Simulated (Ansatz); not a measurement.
Electronic density of states of amorphous Si26O36C8, density 2.15 g/cm³, on a 2×2×2 Γ-centred mesh with a Gaussian width of 0.1 eV; energies count from the Fermi level, whose place inside the gap is arbitrary. Cell and mesh are small, so fine structure isn't converged. Calculation: PBE, scalar-relativistic without spin-orbit coupling (plane waves to 420 eV, PAW; Ansatz, an electronic-structure program). Sampling: a 2×2×2 Γ-centred mesh; Fermi-Dirac width 0.02 eV; no spin polarisation. At PBE the levels at the empty edge of the gap are localised (band-tail or defect states), and the nearest spread-out levels lie 1.8 eV apart at the zone centre.

A CHGNet melt-quench gave the starting glass, which DFT then relaxed. O atoms were pushed apart under 1.9 Å during the dynamics, to hinder bonds among them. The hot cell started wider than the set density and was brought back towards it in steps. It is the lowest in DFT energy of 2 quenches. It is a model cell: composition and starting density were chosen by hand, and all elements were melted together. No dispersion term was used. Its density started from a set value of 2.15 and ended at 2.15 g/cm³. Cooling (nominally 810 K/ps over its main leg) ran many orders faster than in experiment, which tends to leave more defects and strain. A cell of this size samples the disorder only roughly. The volume was held where the preparation left it, at a PBE pressure of -2.9 GPa (tension). Stress components on the final sampling reach 4.4 GPa.

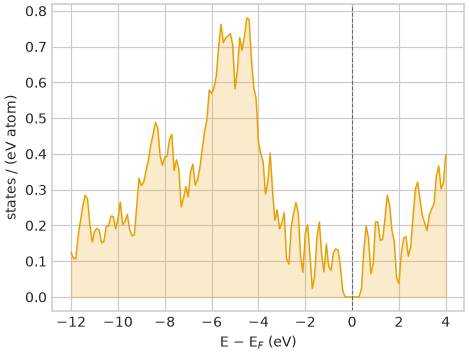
*Density of states per atom*

The level gap on this mesh is 1.05 eV; the broadening fills part of it in the curve.
